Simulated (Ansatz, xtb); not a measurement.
From C to Sn: the atomisation energy (no zero-point term)

One atom is swapped for its congeners: SeH(CH3); SiH3(SeH); SnH3(SeH). The Ge member is missing. All are singlets with charge 0.

Shapes, held fixed at every level: PBE0-D4/def2-TZVP. Programs: Ansatz 0.2.0, xtb 6.7.1. Values in eV.

| level | SeH(CH3) | SiH3(SeH) | SnH3(SeH) |
| --- | --- | --- | --- |
| GFN0-xTB | 20.64 | 20.11 | 21.96 |
| HF/def2-TZVPP | 14.48 | 12.50 | 9.95 |
| B3LYP-D4/def2-TZVPP | 19.84 | 16.81 | 14.21 |
| BHLYP-D4/def2-TZVPP | 19.35 | 16.61 | 14.01 |
| r2SCAN0-D4/def2-TZVPP | 19.63 | 16.71 | 14.12 |
| MP2/def2-SVP | 18.63 | 15.39 | 12.88 |
| CCSD(T)/def2-SVP | 18.73 | 15.63 | 13.19 |
| CCSD(T)/def2-TZVPP | 19.43 | 16.48 | 14.09 |

At CCSD(T)/def2-TZVPP the atomisation energy falls at every step, from 19.43 to 14.09 eV. 7 of 8 levels show this order throughout; 7 agree on the largest and the smallest. For atoms past krypton def2 sets carry core potentials with scalar relativity. Relativity is left out for Se unless named. Correlated rows may include outer-core shells of Se, Sn, which these sets cover unevenly. GFN0-xTB strays far from the other rows. xTB rows lack spin polarisation. Spin-orbit coupling, which grows down the group, is left out (summed over each molecule's free atoms 0.12, 0.14, 0.42 eV).

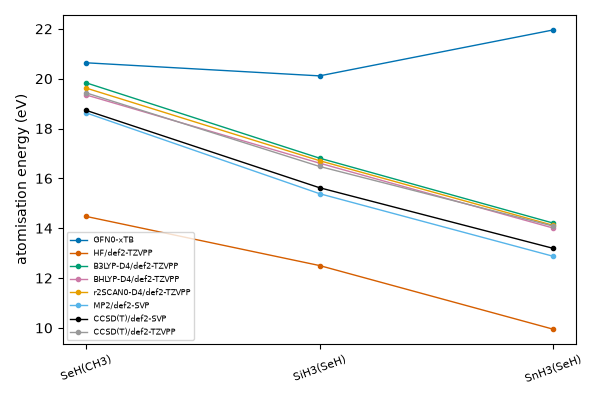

The trend along the series, level by level.
